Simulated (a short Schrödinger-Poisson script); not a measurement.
Stack: MOS inversion layer, SiO2 on p-type Si(100), at 400 K.

| layer | material | thickness (nm) | Na (cm⁻³) |
|---|---|---|---|
| 1 | SiO2 | 1.7 | - |
| 2 | Si | 330 | 8.5e17 |

The device is made up for the run: typed textbook-type constants, with dimensions and the other settings drawn at random. SiO2: permittivity 3.9, conduction-band edge (eV) 3.15, gap (eV) 9, electron mass (mₑ) 0.5. Si: permittivity 11.7, conduction-band edge (eV) 0, gap (eV) 1.124, Nv at 300 K (cm⁻³) 3.1e19.

Channel valleys (confinement mass, in-plane density-of-states mass, number): Δ2 0.916, 0.19, 2; Δ4 0.19, 0.417, 4. At the gate the conduction-band edge of layer 1 lies 3.3 eV − eVg above the Fermi level of the channel; the field vanishes at the back. Gaps are held at their typed values at every temperature. Mesh 0.03 nm at interfaces.

Solved with a short Schrödinger-Poisson script written for these runs: 1D Poisson equation in equilibrium, electrons quantum, Hartree (BenDaniel-Duke, 12 states a valley, the channel's in-plane mass for all, wave functions free to enter the dielectric), parabolic valleys, classical holes, full ionisation, no traps, pinning or gate leakage.

Only gate voltages with over 1e8 electrons/cm² are shown.

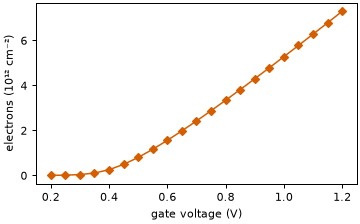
Sheet density against gate voltage

```tsv
Vg (V)	electrons (cm⁻²)	C (μF/cm²)	Δ2 E0 (meV)	Δ2 E1 (meV)	Δ4 E0 (meV)	Δ4 E1 (meV)
0.2	3.72e9	0.275	276.9	349.9	331.0	450.5
0.25	1.20e10	0.295	235.8	310.3	290.9	413.0
0.3	3.77e10	0.364	195.9	271.8	251.9	376.5
0.35	1.07e11	0.526	159.2	236.7	216.3	343.3
0.4	2.54e11	0.765	128.6	207.8	186.9	316.0
0.45	4.91e11	0.990	105.0	186.1	164.5	295.7
0.5	8.01e11	1.16	87.0	170.2	148.0	281.0
0.55	1.16e12	1.27	73.1	158.3	135.5	270.2
0.6	1.56e12	1.35	61.8	149.2	125.7	262.0
0.65	1.98e12	1.41	52.4	141.8	117.7	255.5
0.7	2.42e12	1.46	44.2	135.8	111.0	250.3
0.75	2.88e12	1.49	37.1	130.8	105.2	246.0
0.8	3.34e12	1.52	30.7	126.4	100.2	242.4
0.85	3.82e12	1.54	24.9	122.7	95.8	239.3
0.9	4.30e12	1.56	19.6	119.3	91.8	236.6
0.95	4.79e12	1.58	14.6	116.4	88.2	234.2
1	5.28e12	1.60	10.0	113.7	84.9	232.1
1.05	5.78e12	1.61	5.7	111.3	81.8	230.2
1.1	6.28e12	1.62	1.6	109.1	78.9	228.5
1.15	6.79e12	1.63	-2.3	107.1	76.2	227.0
1.2	7.30e12	1.64	-6.1	105.3	73.7	225.6
```

Subbands count from the Fermi level.
